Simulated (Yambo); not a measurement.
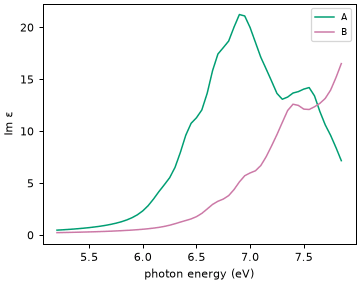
Figure. Two computed absorption spectra of BeSe (zinc blende, space group F-43m, No. 216) under isotropic strain of -0.7 % on all lattice vectors (Yambo, PBEsol bands with the same scissor, field along x)

### Question
Which curve includes the electron-hole attraction (BSE)?

### Answer
Curve A: the attraction moves weight to lower energy (centre of the plotted range 7.0 eV against 7.3 eV). Settings: 10×10×10 mesh, 3 valence and 1 conduction bands, static screening with 21 bands and a 4 Ry block, scissor 1.94 eV, Tamm-Dancoff. The scissor comes from a G0W0 run whose convergence isn't established. Broadening 0.15 eV. The band window holds all transitions up to 6.9 eV; the range above that lacks some weight. On this mesh the peak heights and the fine structure are mesh artefacts; only the shift of weight is robust.

The standard potential for Se keeps a d shell in the valence without the s and p states of that shell. In tests on such compounds this moved G0W0 gaps by up to about 0.9 eV, so absolute quasiparticle energies here are unreliable; differences between settings are what counts.

Spin-orbit coupling is not included.

Geometry strained from the cell relaxed with PBEsol, atoms relaxed again; primitive cell a = b = c = 3.6022 Å, α = β = γ = 60.00°.
